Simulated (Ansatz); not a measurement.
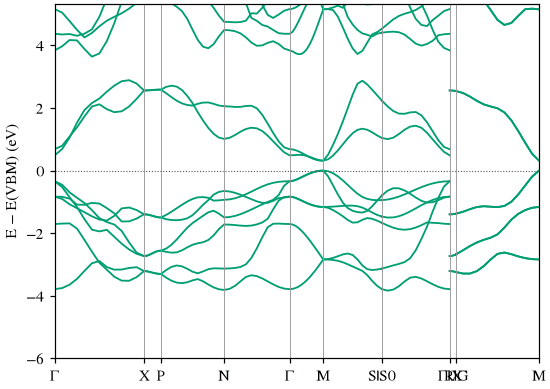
Fig. 1. Band structure from the program Ansatz at the PBE level (PAW)

The gap is 0.32 eV; an edge lies off the plotted path or next to a special point (maximum at M, minimum on the Γ–M line, 97 % of the way from Γ).

The material is YN in space group I4_1md (No. 109; Y on 4a, N on 4a).

The cell is a constructed one: a structure type filled with these elements; neither database checked (COD, Materials Project) lists it. COD files the formula under space group No. 225, so this cell is another polymorph or a model. Its standing as an ambient phase is unchecked. The cell was relaxed with PBE under the symmetry of its start; whether a distortion lowers the energy is not shown. No spin polarisation was allowed. Scalar-relativistic: spin–orbit coupling is off unless named, which matters more the heavier the elements.

Potentials: the later of the program's two PAW sets.
